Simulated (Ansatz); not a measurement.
A computed series for Al: response to strain

The parent structure is Al in the fcc (Cu type) structure (space group Fm-3m, No. 225; relaxed with 0.1 eV smearing).

```
Al
1.0
    0.00000     2.00754     2.00754
    2.00754     0.00000     2.00754
    2.00754     2.00754     0.00000
Al
1
Cartesian
  0.00000   0.00000   0.00000
```

Strains are applied to the cell and any free atomic positions relax.

Method: plane-wave PAW DFT at the PBEsol level (Ansatz, a first-principles code, 420 eV), no spin-orbit coupling, earlier PAW set.

Notes on the quantities. energy relative to the base: free energy F.

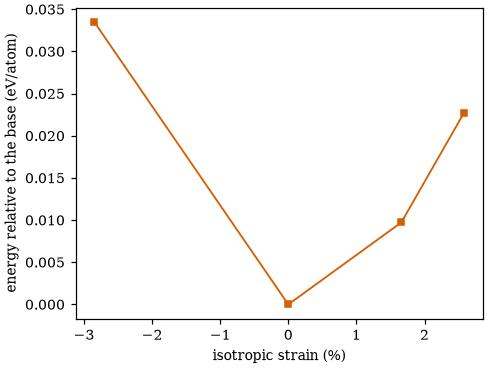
Energy relative to the base against isotropic strain

Problem. From the plot, what is the energy relative to the base for isotropic strain −2.85 %?

Solution. About 0.034 eV/atom.

Problem. Is the trend monotonic over the range shown?

Solution. No, it turns within the range, spanning 0 meV/atom to +34 meV/atom.

Whether these cells are dynamically stable was not tested.
